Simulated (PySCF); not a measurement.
**One shape, several levels: doublet [SiO2]+**

Wanted: a comparison of 6 runs (UHF/STO-3G, UHF/3-21G, UB3LYP/6-31G*, U-wB97X/cc-pVTZ, UM06-2X/cc-pVTZ, USCS-MP2/cc-pVTZ) of doublet [SiO2]+. The job is set up through a Python script.

Program for the calculation: PySCF 2.14.0.

3 further runs of the same task are left out: 3 set aside as unsound or not needed.

## (1) The molecule

[SiO2]+: 3 atoms, total charge +1, spin state doublet. As SMILES of the parent species, `O=[Si]=O`. Geometry: relaxed at PBE0-D4/def2-TZVP. That shape belongs to the parent species and isn't relaxed for this state.

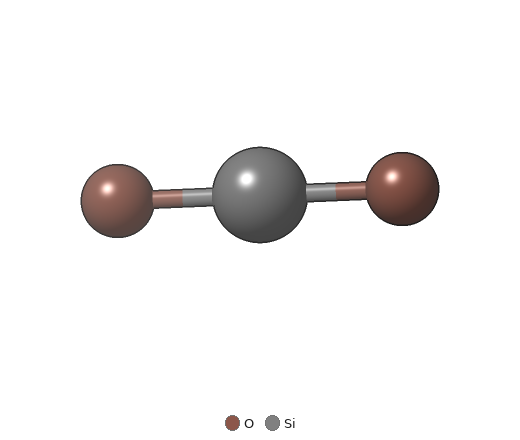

The structure, seen from a chosen angle (oxygen brown, silicon grey).

## (2) A single-point energy at UHF/STO-3G (run 1)

Contents of geometry.xyz:

```xyz
3
O2Si
O      0.697730     1.229600     0.518760
Si    -0.000010     0.000000     0.000000
O     -0.697730    -1.229610    -0.518760
```

Contents of input.py:

```python
from pyscf import gto, scf

system = gto.M(
    atom='geometry.xyz',
    max_memory=1860,
    spin=1,
    basis='sto-3g',
    charge=1,
    verbose=3,
)

calc0 = scf.UHF(system)
calc0.conv_tol = 1e-10
calc0.kernel()
if not calc0.converged:
    calc0 = calc0.newton().run(calc0.mo_coeff, calc0.mo_occ)

e_tot = calc0.e_tot
print('E(%s) = %.9f' % ('HF', e_tot))
```

Started as:

```console
$ OMP_NUM_THREADS=1 python input.py
```

Standard output:

```text
converged SCF energy = -432.956231074204  <S^2> = 1.2257953  2S+1 = 2.4296463
E(HF) = -432.956231074
```

Run time: 0.5 s. Hardware: 1 thread of Arm Neoverse V2, shared host; peak memory 0.12 GiB.

## (3) A single-point energy at UHF/3-21G (run 2)

Contents of calc.py:

```python
from pyscf import gto, scf

molecule = gto.M(
    atom='''
O      1.318519     2.323607     0.980314
Si    -0.000019     0.000000     0.000000
O     -1.318519    -2.323626    -0.980314
''',
    basis='3-21g',
    unit='bohr',
    max_memory=1860,
    charge=1,
    spin=1,
    verbose=3,
)

calc0 = scf.UHF(molecule)
calc0.conv_tol = 1e-10
calc0.kernel()
if not calc0.converged:
    calc0 = calc0.newton().run(calc0.mo_coeff, calc0.mo_occ)

etot = calc0.e_tot
print(f'total energy: {etot:.8f} hartree')
```

Started as:

```console
$ OMP_NUM_THREADS=1 python calc.py
```

Standard output:

```text
converged SCF energy = -435.853907355725  <S^2> = 1.131614  2S+1 = 2.3508415
total energy: -435.85390736 hartree
```

It took 0.52 s on 1 thread of Arm Neoverse V2, shared host; peak memory 0.12 GiB.

## (4) The energy at UB3LYP/6-31G(d) (spherical functions) (run 3)

geometry.xyz: that of step 2 with these lines changed.

```diff
@@ -1,3 +1,3 @@
 3
-O2Si
+
 O      0.697730     1.229600     0.518760
```

Contents of run.py:

```python
from pyscf import gto, dft

molecule = gto.M(
    atom='geometry.xyz',
    charge=1,
    spin=1,
    max_memory=1860,
    verbose=3,
    basis='6-31g*',
)

mf = dft.UKS(molecule)
mf.xc = 'b3lyp'
mf.grids.level = 5
mf.conv_tol = 1e-10
mf.kernel()
if not mf.converged:
    mf = mf.newton().run(mf.mo_coeff, mf.mo_occ)

e_final = mf.e_tot
print('E(%s) = %.9f' % ('B3LYP', e_final))
```

Started as:

```console
$ OMP_NUM_THREADS=1 python run.py
```

Standard output:

```text
converged SCF energy = -439.472071014016  <S^2> = 0.78864165  2S+1 = 2.0382754
E(B3LYP) = -439.472071014
```

Wall time 7.8 s (1 thread of Arm Neoverse V2, shared host); peak memory 0.29 GiB.

Runs 4 to 5 aren't shown in full; the table further down has their settings and results.

## (5) The energy at USCS-MP2/cc-pVTZ (run 6)

Contents of input.xyz:

```xyz
3

O      0.697730     1.229600     0.518760
Si    -0.000010     0.000000     0.000000
O     -0.697730    -1.229610    -0.518760
```

Contents of input.py:

```python
from pyscf import gto, mp

mol = gto.Mole()
mol.atom = 'input.xyz'
mol.charge = 1
mol.basis = 'cc-pvtz'
mol.max_memory = 1860
mol.verbose = 3
mol.spin = 1
mol.build()

mf = mol.UHF()
mf.conv_tol = 1e-10
mf.kernel()
if not mf.converged:
    mf = mf.newton().run(mf.mo_coeff, mf.mo_occ)

pt = mp.MP2(mf, frozen=7).run()
energy = mf.e_tot + 1.2 * pt.e_corr_os + pt.e_corr_ss / 3
print(f'total energy: {energy:.8f} hartree')
```

Started as:

```console
$ OMP_NUM_THREADS=1 python input.py
```

Standard output:

```text
converged SCF energy = -438.303659524479  <S^2> = 1.0873287  2S+1 = 2.3128586
E(UMP2) = -438.79996986795  E_corr = -0.496310343470559
E(SCS-UMP2) = -438.784211785455  E_corr = -0.480552260975802
total energy: -438.78421179 hartree
```

Wall time 3.3 s (1 thread of Arm Neoverse V2, shared host); peak memory 0.25 GiB.

## (6) Overview of the runs

```
run                                level  integration grid  frozen core orbitals  energy (Eh)  HOMO energy (eV)  LUMO energy (eV)   ⟨S²⟩  wall time
  1                           UHF/STO-3G                 –                     –  -432.956231            -17.28             -2.57  1.226      0.5 s
  2                            UHF/3-21G                 –                     –  -435.853907            -19.16             -7.60  1.132     0.52 s
  3  UB3LYP/6-31G* (spherical functions)                 5                     –  -439.472071            -17.73            -15.31  0.789      7.8 s
  4                      U-wB97X/cc-pVTZ                 5                     –  -439.496576            -19.76            -13.04  0.806       27 s
  5                      UM06-2X/cc-pVTZ                 5                     –  -439.471598            -18.85            -14.24  0.829       44 s
  6                     USCS-MP2/cc-pVTZ                 –                     7  -438.784212            -18.49             -9.18  1.087      3.3 s
```

## (7) Summary of results

| quantity | value |
| --- | --- |
| run 6: total energy | -438.78421 Eh |
| run 6: HOMO energy (Hartree–Fock orbitals) (highest over α and β) | -18.49 eV |
| run 6: LUMO energy (Hartree–Fock orbitals) (lowest over α and β) | -9.18 eV |
| run 6: correlation energy (7 core orbitals frozen) | -480.6 mEh |
| run 6: ⟨S²⟩ of the reference determinant | 1.087 |

**Reading.** Totals of different functionals can't be ranked against each other. In run 1 the basis is minimal, so the values are rough. Spin contamination of the reference: run 1 ⟨S²⟩ = 1.23, run 2 ⟨S²⟩ = 1.13, run 6 ⟨S²⟩ = 1.09. All runs together took 83 s, the longest 44 s.
